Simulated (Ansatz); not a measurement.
# SiH₄O + HBr: a complex and its separated parts

Aim: how far the complex at one end of a reaction step lies below its separated, relaxed parts, level by level.

The runs use Ansatz 0.2.0, Gaussian basis; PBE0-D4/def2-TZVP structures, single points in def2-TZVPP, no counterpoise correction.

Levels: SPW92, PBE-D4, BLYP-D4, r2SCAN-D4, B97M-V, PBE0-D4, B3LYP-D4, r2SCAN0-D4, BHLYP-D4, CAM-B3LYP-D4, wB97X-V, wB97M-V, B2PLYP, PBE-QIDH, RPA on PBE, Hartree-Fock, MP2, CCSD, CCSD(T).

Cores are frozen in the correlated methods. Filled d shells of the heavier atoms are correlated. B3LYP uses VWN-RPA correlation. B2PLYP carries no dispersion term here.

94 further runs of the same task are left out: 94 set aside as unsound or not needed.

## (1) Where the work starts

The complex: 8 atoms, charge 0, spin multiplicity 1.

Atoms are counted from 1 here; the program's logs count them from 0.

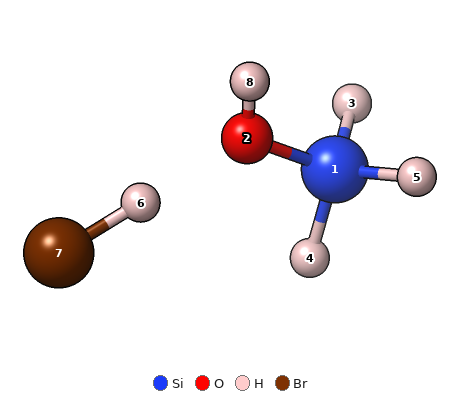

The starting geometry (silicon blue, oxygen red, hydrogen pink, bromine brown); atoms are numbered from 1 in the order of the file.

Coordinates:

```mol
BrH5OSi
  3D, bonds by distance, orders not assigned

  8  6  0  0  0  0  0  0  0  0999 V2000
   -0.6080   -0.7366   -0.6783 Si  0  0
   -0.1370    0.0788    0.6908 O   0  0
   -0.4568   -2.2030   -0.4937 H   0  0
    0.2892   -0.2474   -1.7463 H   0  0
   -2.0266   -0.4387   -1.0041 H   0  0
    1.2395    1.3370    0.8177 H   0  0
    2.3027    2.3052    0.9035 Br  0  0
   -0.6031   -0.0954    1.5102 H   0  0
  1  2  8  0
  1  3  8  0
  1  4  8  0
  1  5  8  0
  2  8  8  0
  6  7  8  0
M  END
```

Its parts: SiH₄O holds atoms 1, 2, 3, 4, 5, 8; HBr holds atoms 6, 7. Each part counts its atoms afresh in its own runs.

## (2) Relaxing SiH₄O alone

Input file relax-a/in.yaml:

```yaml
crystal:
  periodic: [false, false, false]
  atoms:
    - {symbol: Si, position_ang: [-0.608022, -0.736607, -0.678258]}
    - {symbol: O, position_ang: [-0.137033, 0.078756, 0.690766]}
    - {symbol: H, position_ang: [-0.456766, -2.203024, -0.493652]}
    - {symbol: H, position_ang: [0.289225, -0.247395, -1.746299]}
    - {symbol: H, position_ang: [-2.026625, -0.438682, -1.004081]}
    - {symbol: H, position_ang: [-0.603115, -0.095377, 1.510186]}
basis:
  gaussian: {orbitals: def2-TZVP}
hamiltonian: {xc: pbe0, dispersion: d4}
relax: {f_tol: 0.005, max_steps: 200}
```

Launch:

```sh
> ansatz run in.yaml --threads 4 --pin off --events-out ev --progress --plain --max-ram 9574MiB
```

Further steps of the session: Relaxing HBr alone; SPW92/def2-TZVPP; PBE-D4/def2-TZVPP; BLYP-D4/def2-TZVPP; r2SCAN-D4/def2-TZVPP; B97M-V/def2-TZVPP; PBE0-D4/def2-TZVPP; B3LYP-D4/def2-TZVPP; r2SCAN0-D4/def2-TZVPP; BHLYP-D4/def2-TZVPP; CAM-B3LYP-D4/def2-TZVPP; wB97X-V/def2-TZVPP; wB97M-V/def2-TZVPP; B2PLYP/def2-TZVPP; PBE-QIDH/def2-TZVPP; RPA on PBE/def2-TZVPP; CCSD(T)/def2-TZVPP; Vibrations of SiH₄O; Vibrations of HBr.

Q: Predict the outcome of this session. Wanted: complex less parts, CCSD(T)/def2-TZVPP; with zero-point energy; largest T1 diagnostic.

The runs gave:

| quantity | value |
| --- | --- |
| complex less parts, CCSD(T)/def2-TZVPP | -17.6 kJ/mol |
| with zero-point energy | -12.4 kJ/mol |
| largest T1 diagnostic | 0.011 |

In words: At CCSD(T) the complex lies 17.6 kJ/mol below its parts. B97M-V is the best functional here (-0.2 kJ/mol from CCSD(T)); SPW92 is the worst (-16.8 kJ/mol). By rung, the mean size of the error is: LDA 16.8, GGA 5.2, meta-GGA 1.6, hybrid 3.5, range-separated hybrid 2.2, double hybrid 0.8 kJ/mol. PBE-D4 gives a relative energy 6.1 kJ/mol too low, outside chemical accuracy (1 kcal/mol, 4.2 kJ/mol). No counterpoise was applied, and triple zeta lacks some correlation, so the CCSD(T) reference has a basis error of its own, and close matches with it are partly luck.
